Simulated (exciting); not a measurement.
Consider CeO2, space group Fm-3m.

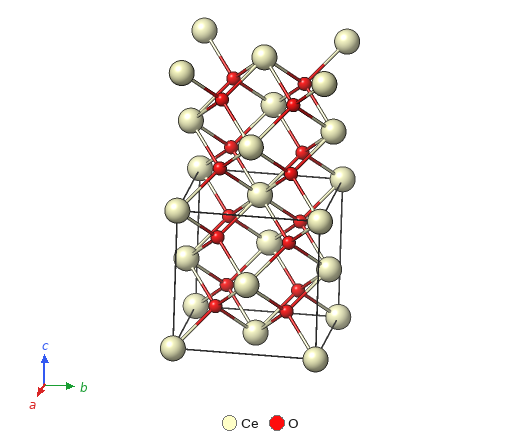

The structure (cerium light yellow, oxygen red). 1×1×2 conventional cells are drawn. Some periodic images of atoms are drawn too.

```
Ce O
1.0
     0.00000    2.70365    2.70365
     2.70365    0.00000    2.70365
     2.70365    2.70365    0.00000
Ce O
1 2
Cartesian
  0.0000 0.0000 0.0000
  4.0555 4.0555 4.0555
  1.3518 1.3518 1.3518
```

Absorber: atom 1, with 8 O at 2.34 Å (cubic, site symmetry m-3m). Method: exciting, all-electron LAPW+lo, LDA, spinor conduction states, exchange and screened direct term (singlet BSE), 2×2×1 shifted k points, 40 conduction spinor bands, |G+q| up to 4 bohr⁻¹ (3.2 in the exchange term), full RPA screening with nempty = 49, Lorentzian half width 0.43 eV.

What does the Ce M₄,₅ spectrum look like, and is there a bound core exciton?

Bound core exciton? Yes on this mesh: the first bright state (over 5 % of the brightest) lies at -4.20 eV from the Kohn–Sham onset; weaker or dark states reach down to -5.28 eV. Maxima (height): -3.6 eV (1.00) and 14.4 eV (0.71).

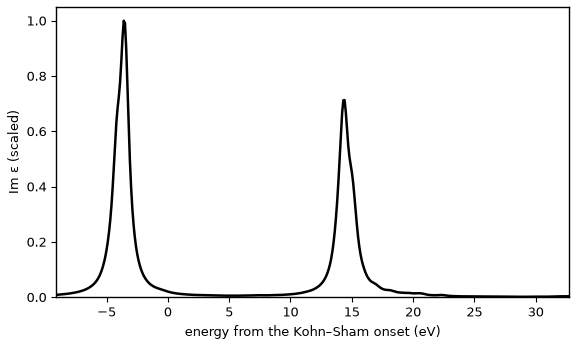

Energy from the Kohn–Sham onset, core level to the lowest empty state found on the meshes used; Im ε in relative units.

A mesh of 4 points doesn't converge binding energies, and the weak maxima beyond the white lines are largely noise of the mesh. The 3d–f Coulomb and exchange terms need higher kernel cutoffs, and a higher angular limit than lmaxemat = 3, so the multiplet shape isn't converged and the effect of exchange is likely too small. The zero comes from the unshifted 4×4×4 ground-state mesh; it is exact only where the band minimum lies on that mesh. The Kohn–Sham onset, 857 eV, is no photon energy (tabulated edge of the element: 883.8 eV): the scale needs a rigid shift. No quasiparticle correction widens the gap or stretches the bands. Charge-transfer satellites and vibrations lie outside this two-particle theory. The structure is a published determination, not relaxed.

[Banner, clock and machine lines of the logs are left out without a mark of their own.]

[Logs are printed without paths, hosts, clocks, repeated set-up lines and the standing remarks that a program may print on its own settings, such as how far it seeks lower states.]

[Hosts, paths, dates, database ids (printed as entryN), source tags and the programs' standing remarks are cut or masked in the printed files.]
